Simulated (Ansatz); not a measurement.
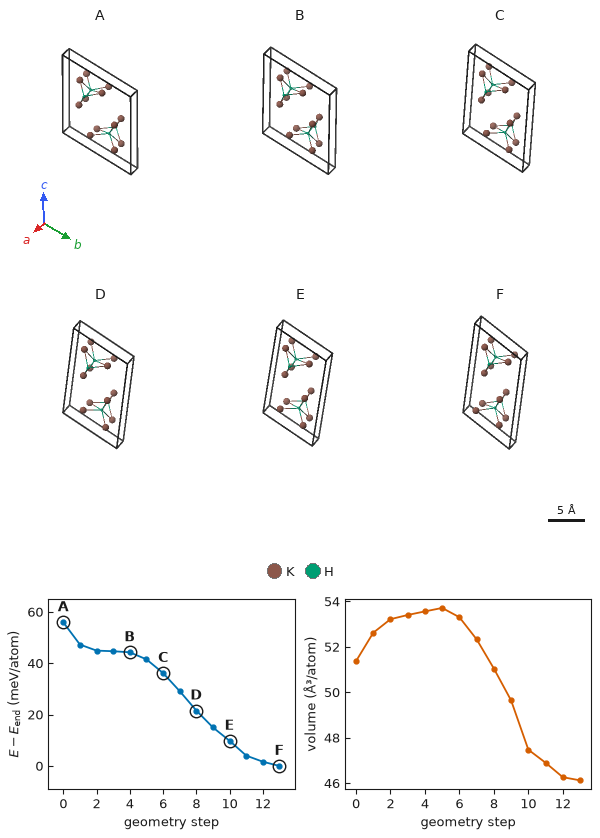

Frames of a relaxation of a crystal of K₃H (built on the Ni3Sn (D0_19)_194 type) (coarse preliminary run), marked on the history of the run. The picture is a ball-and-stick view of the cell of the calculation, seen slightly off an axis.

Theory: DFT PBE, scalar-relativistic, plane waves, PAW (Ansatz).

Input
```yaml
crystal:
  lattice:
    - [-0.0223154159, 0.0265460749, 3.7505074303]
    - [11.1793056362, 0.0659562232, -0.0655229088]
    - [-5.5325330533, 9.7700349359, 0.1002638415]
  atoms:
    - { symbol: K, position: [0.2823930856, 0.7882027976, 0.5473824913] }
    - { symbol: K, position: [0.7182864262, 0.2264235431, 0.7752641341] }
    - { symbol: K, position: [0.2389733896, 0.4280834275, 0.2177906842] }
    - { symbol: K, position: [0.7284001172, 0.2125957982, 0.4485957205] }
    - { symbol: K, position: [0.2689134195, 0.7881471874, 0.2237588231] }
    - { symbol: K, position: [0.774711781, 0.558097618, 0.7927362036] }
    - { symbol: H, position: [0.2415226836, 0.3397180368, 0.6690593288] }
    - { symbol: H, position: [0.7467990973, 0.6587315914, 0.3254126143] }
basis:
  ecutwfc: 420
kpoints:
  mp_grid: { grid: [6, 3, 3] }
hamiltonian:
  xc: pbe
scf:
  occupations: { method: gaussian, width: 0.1 }
output:
  forces: true
  stress: true
  eigenvalues: true
relax:
  adjacent_minimum: "off"
  f_tol: 0.015
  max_steps: 120
  cell: { stress_tol: 0.15 }
```

Command:
```bash
ansatz run input.yaml --threads 1 --pin off --max-ram 2560MiB --backend cpu --events-out ev --progress --plain --runs-dir out
```

Q: Describe the path.

A: The run was cut off at its time limit before the relaxation converged, so the last structure is only a point on the way. The atom that moves furthest relative to the cell is K6 (1.21 Å roughly along [−2 3 1]). Largest moves by element: K 1.21 Å, H 0.74 Å. The volume changes by −10.2 %, with a 3.751 → 3.905 Å (+4.1 %), b 11.180 → 8.232 Å (−26.4 %), c 11.228 → 13.031 Å (+16.1 %), α 119.2° → 118.1°, β 89.0° → 91.1°, γ 90.7° → 87.5°. Some distances before and after: K6–H7 2.768 → 3.077 Å, K2–H7 2.798 → 3.048 Å, K3–H8 2.917 → 3.127 Å, K2–K4 3.595 → 3.801 Å. The space group stays P1 (No. 1). Over 13 geometry steps the energy falls by 56.0 meV per atom. The largest force component goes from 0.14 to 0.037 eV/Å. The pressure goes from 0.30 to 0.05 GPa. From step 0 to 4: K2 moves most (0.26 Å), volume +4.3 %, energy −11.7 meV per atom. From step 4 to 6: K4 moves most (0.42 Å), volume −0.5 %, energy −8.1 meV per atom. From step 6 to 8: K6 moves most (0.32 Å), volume −4.2 %, energy −14.6 meV per atom. From step 8 to 10: K atoms move most (0.30 Å), volume −7.0 %, energy −11.8 meV per atom. From step 10 to 13: K3 moves most (0.48 Å), volume −2.8 %, energy −9.8 meV per atom.

```csv
step,"E − E(0), meV/atom","largest force component, eV/Å","pressure, GPa","volume, Å³/atom"
0,0.00,0.1375,0.30,51.372
1,-8.67,0.0768,0.15,52.622
2,-11.02,0.0145,0.02,53.220
3,-11.26,0.0214,-0.02,53.405
4,-11.68,0.0216,-0.06,53.563
5,-14.42,0.0287,-0.13,53.715
6,-19.76,0.0408,-0.20,53.306
7,-26.81,0.0496,-0.24,52.334
8,-34.38,0.0583,-0.24,51.047
9,-40.95,0.0694,-0.22,49.644
10,-46.15,0.0736,-0.07,47.477
11,-51.92,0.0322,-0.01,46.902
12,-54.30,0.0444,0.06,46.266
13,-55.96,0.0368,0.05,46.127
```

Limits of the set-up: layers or molecules are held without a dispersion correction, so their spacing is unreliable.
